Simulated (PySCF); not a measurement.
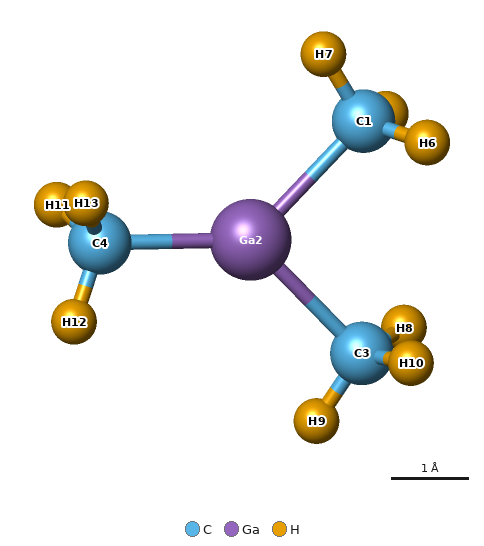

**Figure 1.** The starting structure (ball-and-stick view, seen at a tilt; atoms are numbered from 1 in the order of the input). Sticks mark near contacts. Bond lengths as drawn: C–Ga 2.03 to 2.16 Å and C–H 1.09 Å.

## Geometry relaxation of C$_{3}$H$_{9}$Ga (charge +1)

System: C$_{3}$H$_{9}$Ga, charge +1, multiplicity 2.
Method: PBE0-D3(BJ)/ma-def2-SVP geometry optimisation, gas phase (PySCF 2.14.0).

### Input file
```
{"job": {"xc": "PBE0", "basis": "ma-def2-SVP", "d3": "d3bj", "grid": 1, "kind": "geom"}, "charge": 1, "multiplicity": 2}
C     -1.061396     1.635007     0.139971
Ga    -0.098675    -0.291359     0.028630
C      1.831733     0.599178     0.384620
C     -0.757954    -2.187521    -0.276536
H     -0.737419     2.209704    -0.727185
H     -0.771789     2.108711     1.077467
H     -2.123544     1.393694     0.102804
H      1.955071     1.449285    -0.285394
H      2.532991    -0.206948     0.169961
H      1.853425     0.895790     1.433036
H     -1.121350    -2.296413    -1.303384
H      0.060585    -2.894519    -0.106753
H     -1.578466    -2.409808     0.413211
```

The first line tells a small driver script what to run in PySCF; the rest is the geometry in Å.

Command:
```bash
OMP_NUM_THREADS=1 python <driver script> task.json out
```

### Output
```
step   0  E = -2043.53654138  max force = 0.024281
step   1  E = -2043.54392767  max force = 0.002178
step   2  E = -2043.54409944  max force = 0.001278
step   3  E = -2043.54414560  max force = 0.000996
step   4  E = -2043.54416508  max force = 0.000922
step   5  E = -2043.54418761  max force = 0.001514
step   6  E = -2043.54430546  max force = 0.004084
step   7  E = -2043.54336974  max force = 0.018578
step   8  E = -2043.54444882  max force = 0.008607
step   9  E = -2043.54481858  max force = 0.008019
step  10  E = -2043.54752565  max force = 0.008608
step  11  E = -2043.54725224  max force = 0.008708
step  12  E = -2043.54868866  max force = 0.005109
step  13  E = -2043.54883073  max force = 0.002507
step  14  E = -2043.54901904  max force = 0.001791
step  15  E = -2043.54914881  max force = 0.002012
step  16  E = -2043.54918421  max force = 0.001012
step  17  E = -2043.54922553  max force = 0.000666
step  18  E = -2043.54925711  max force = 0.001133
step  19  E = -2043.54930487  max force = 0.001625
step  20  E = -2043.54935338  max force = 0.001388
step  21  E = -2043.54940809  max force = 0.001065
step  22  E = -2043.54943933  max force = 0.000557
step  23  E = -2043.54944640  max force = 0.000265
optimisation converged
```

### Trajectory as extended XYZ (Å, eV, eV/Å), 8 of the 24 frames kept, from step=0 to step=23
```
13
Properties=species:S:1:pos:R:3:forces:R:3 step=0 energy=-55607.46167
C    -1.0614    1.6350    0.1400    0.3633  -0.1775   0.0350
Ga   -0.0987   -0.2914    0.0286   -0.1874  -0.5507  -0.0867
C     1.8317    0.5992    0.3846   -0.4149   0.0851  -0.0631
C    -0.7580   -2.1875   -0.2765    0.4721   1.2486   0.2263
H    -0.7374    2.2097   -0.7272    0.2284   0.0323  -0.2733
H    -0.7718    2.1087    1.0775    0.1835   0.0071   0.2462
H    -2.1235    1.3937    0.1028   -0.3341  -0.4455  -0.0215
H     1.9551    1.4493   -0.2854   -0.1126   0.1975  -0.1857
H     2.5330   -0.2069    0.1700    0.0008  -0.5271  -0.1794
H     1.8534    0.8958    1.4330   -0.1937   0.0638   0.3106
H    -1.1214   -2.2964   -1.3034   -0.0408   0.0800  -0.2172
H     0.0606   -2.8945   -0.1067    0.1765  -0.0577   0.0427
H    -1.5785   -2.4098    0.4132   -0.1408   0.0441   0.1660
13
Properties=species:S:1:pos:R:3:forces:R:3 step=3 energy=-55607.66860
C    -1.0291    1.5719    0.1353    0.0093   0.0370  -0.0004
Ga   -0.0704   -0.2612    0.0380    0.0288  -0.0512   0.0001
C     1.7746    0.5754    0.3761   -0.0501   0.0246  -0.0007
C    -0.7153   -2.0479   -0.2532   -0.0104   0.0175   0.0042
H    -0.7267    2.1383   -0.7542   -0.0045   0.0024  -0.0067
H    -0.7658    2.0670    1.0767   -0.0033   0.0085   0.0015
H    -2.0616    1.1872    0.0974   -0.0125  -0.0185   0.0029
H     1.9364    1.4308   -0.2886    0.0209   0.0102   0.0036
H     2.3875   -0.3065    0.1267    0.0125  -0.0144  -0.0086
H     1.7993    0.8468    1.4395    0.0155  -0.0001   0.0108
H    -1.0848   -2.1479   -1.2860   -0.0054  -0.0025  -0.0113
H     0.0865   -2.7832   -0.0907    0.0087  -0.0070   0.0009
H    -1.5471   -2.2668    0.4342   -0.0096  -0.0064   0.0037
13
Properties=species:S:1:pos:R:3:forces:R:3 step=7 energy=-55607.64748
C    -1.1270    1.5308    0.0639   -0.5601  -0.2742   0.0105
Ga    0.1311   -0.3117    0.0986   -0.1428   0.1726   0.0167
C     1.7721    0.6322    0.4677    0.9553  -0.2823  -0.0584
C    -0.7201   -1.9939   -0.2650   -0.1320  -0.0991  -0.1265
H    -1.0491    1.8814   -0.9742    0.0965  -0.0413   0.0502
H    -0.8637    2.2439    0.8515    0.1198  -0.0668  -0.0246
H    -1.9660    0.8381    0.2840    0.0996   0.3040  -0.0372
H     1.9684    1.6452    0.0916   -0.3760  -0.0091  -0.0863
H     2.4664   -0.0651   -0.0599   -0.0037   0.2222   0.1865
H     2.0101    0.6017    1.5455   -0.1761  -0.0646  -0.0384
H    -1.0622   -2.0204   -1.3164    0.0830   0.0139   0.1136
H     0.0214   -2.7977   -0.1129   -0.0939   0.0489  -0.0147
H    -1.5979   -2.1808    0.3769    0.1305   0.0757   0.0087
13
Properties=species:S:1:pos:R:3:forces:R:3 step=10 energy=-55607.76057
C    -1.1944    1.4856    0.0561   -0.2158  -0.0361   0.0146
Ga    0.2011   -0.3471    0.0929    0.4427   0.2028   0.0215
C     1.8630    0.6140    0.4695    0.1132  -0.1379  -0.0314
C    -0.7456   -1.9756   -0.2767   -0.1321  -0.0875  -0.0258
H    -1.0575    1.8039   -0.9859    0.0378  -0.0732   0.0145
H    -0.8611    2.1852    0.8295    0.0842  -0.0717   0.0057
H    -2.0660    0.8553    0.2857    0.0193   0.0734  -0.0334
H     1.8898    1.6442    0.0883   -0.1052  -0.0251   0.0395
H     2.6818    0.0381   -0.0050   -0.1689  -0.0012   0.0107
H     2.0324    0.6118    1.5602   -0.0939   0.0514  -0.0419
H    -1.1024   -1.9825   -1.3204    0.0080   0.0248   0.0516
H    -0.0480   -2.8191   -0.1364   -0.0252   0.0534  -0.0006
H    -1.6096   -2.1101    0.3933    0.0359   0.0269  -0.0250
13
Properties=species:S:1:pos:R:3:forces:R:3 step=13 energy=-55607.79608
C    -1.2538    1.4104    0.0321   -0.0683  -0.0790   0.0219
Ga    0.3048   -0.3678    0.1028    0.1128   0.1289   0.0070
C     1.9179    0.6267    0.4932    0.0113  -0.0185   0.0104
C    -0.7513   -1.9294   -0.2793   -0.0193  -0.0229  -0.0089
H    -1.1271    1.6378   -1.0339    0.0123  -0.0182   0.0031
H    -0.8647    2.1365    0.7527    0.0392  -0.0288  -0.0001
H    -2.1173    0.8020    0.3262    0.0029   0.0481  -0.0233
H     1.8629    1.6745    0.1673   -0.0340  -0.0190  -0.0161
H     2.7596    0.1287   -0.0173   -0.0351  -0.0097   0.0154
H     2.0935    0.5976    1.5815   -0.0167  -0.0041  -0.0186
H    -1.1201   -1.8870   -1.3163   -0.0025   0.0068   0.0127
H    -0.1101   -2.8178   -0.1606   -0.0124   0.0035  -0.0070
H    -1.6108   -2.0086    0.4029    0.0097   0.0130   0.0035
13
Properties=species:S:1:pos:R:3:forces:R:3 step=16 energy=-55607.80570
C    -1.2744    1.3522    0.0350    0.0139   0.0094  -0.0147
Ga    0.3377   -0.3565    0.0963   -0.0032  -0.0234   0.0178
C     1.9430    0.6373    0.4824   -0.0520  -0.0103  -0.0223
C    -0.7574   -1.8998   -0.2707   -0.0162   0.0204  -0.0071
H    -1.1078    1.5875   -1.0241   -0.0038   0.0057  -0.0001
H    -0.8448    2.0324    0.7779   -0.0077   0.0005   0.0075
H    -2.1845    0.8031    0.2948   -0.0032  -0.0076   0.0039
H     1.8918    1.6591    0.0824    0.0229   0.0045  -0.0071
H     2.7954    0.1031    0.0338    0.0256   0.0074   0.0116
H     2.0770    0.6809    1.5750    0.0127   0.0072   0.0059
H    -1.1597   -1.8350   -1.2935   -0.0026  -0.0029   0.0015
H    -0.1376   -2.8056   -0.1783    0.0094   0.0000  -0.0023
H    -1.5952   -1.9549    0.4400    0.0041  -0.0109   0.0053
13
Properties=species:S:1:pos:R:3:forces:R:3 step=20 energy=-55607.81031
C    -1.2727    1.3404    0.0465   -0.0362   0.0370   0.0173
Ga    0.3288   -0.3528    0.0873    0.0263  -0.0417  -0.0104
C     1.9377    0.6466    0.4309    0.0714   0.0499   0.0509
C    -0.7632   -1.9075   -0.2395    0.0400  -0.0230  -0.0064
H    -1.0425    1.6795   -0.9716    0.0061   0.0013   0.0031
H    -0.8797    1.9348    0.8791   -0.0020   0.0085  -0.0108
H    -2.2071    0.7917    0.1989    0.0075  -0.0137  -0.0057
H     1.9803    1.5646   -0.1731   -0.0256  -0.0080  -0.0075
H     2.8160    0.0213    0.2031   -0.0371  -0.0299  -0.0177
H     1.9712    0.9226    1.4976   -0.0181   0.0045  -0.0152
H    -1.2870   -1.8129   -1.2024   -0.0096   0.0079   0.0010
H    -0.0963   -2.7846   -0.2704   -0.0179  -0.0063  -0.0050
H    -1.5019   -2.0399    0.5648   -0.0046   0.0135   0.0065
13
Properties=species:S:1:pos:R:3:forces:R:3 step=23 energy=-55607.81284
C    -1.2809    1.3384    0.0522    0.0063  -0.0020   0.0021
Ga    0.3447   -0.3659    0.0890   -0.0051  -0.0037  -0.0030
C     1.9397    0.6635    0.4130   -0.0136   0.0081   0.0027
C    -0.7504   -1.9202   -0.2235    0.0102   0.0009  -0.0042
H    -1.0216    1.7165   -0.9445   -0.0007  -0.0028  -0.0019
H    -0.9285    1.9124    0.9163   -0.0033   0.0010   0.0010
H    -2.2016    0.7561    0.1539   -0.0039   0.0028   0.0021
H     2.0076    1.5072   -0.2895    0.0040  -0.0028  -0.0045
H     2.8157    0.0079    0.2870    0.0062   0.0022   0.0016
H     1.9251    1.0560    1.4416    0.0049  -0.0030   0.0019
H    -1.3476   -1.7920   -1.1386   -0.0007   0.0002   0.0000
H    -0.0910   -2.7958   -0.3351   -0.0034  -0.0023   0.0010
H    -1.4275   -2.0804    0.6294   -0.0009   0.0015   0.0012
```

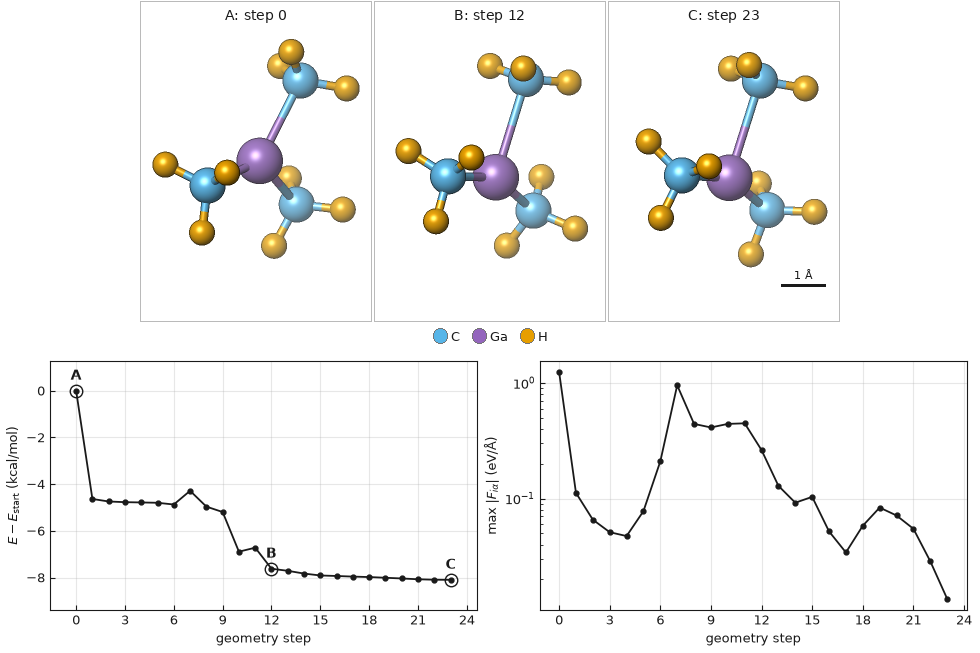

**Figure 2.** Frames of the relaxation (ball-and-stick view, seen at a tilt) above the curves, on which the letters mark them (steps are counted from 0).

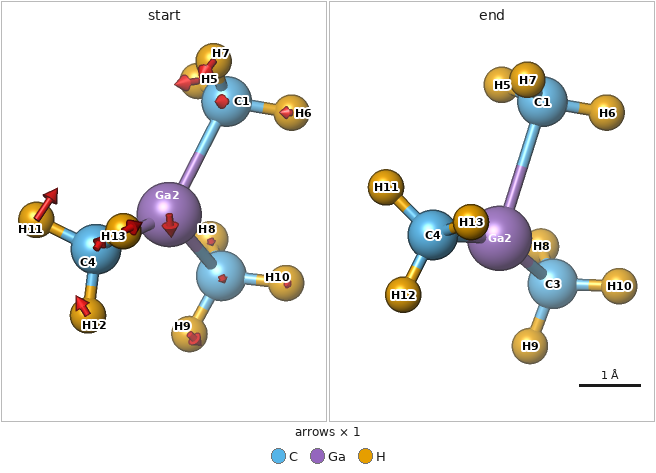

**Figure 3.** Before (left) and after (right) the relaxation, at one scale (ball-and-stick view, seen at a tilt). The red arrows give the displacements, at true length. The atom that moves furthest after the best rigid fit is H11 (0.66 Å). Largest moves by element: H 0.66 Å, Ga 0.44 Å, C 0.31 Å. Distances before and after: Ga2–C3 2.156 → 1.926 Å, C1–Ga2 2.156 → 2.356 Å, Ga2–C4 2.031 → 1.927 Å, C1–H5 1.090 → 1.097 Å. Among the angles that change: C1–Ga2–C4 134.2° → 100.9°, C3–Ga2–C4 134.5° → 158.3°, Ga2–C1–H5 107.3° → 95.8°. After 23 geometry steps the energy has fallen by 8.10 kcal/mol. The largest force component goes from 1.2 to 0.014 eV/Å. (Atoms are counted from 1 in the order of the input.)

### Results in brief

- outcome: converged
- total energy: −2043.549446 hartree
- ⟨S²⟩: 0.754
- point group: C1
- hardware: 1 CPU thread, shared host
- wall time: 6.6 min
- peak memory: 0.56 GiB
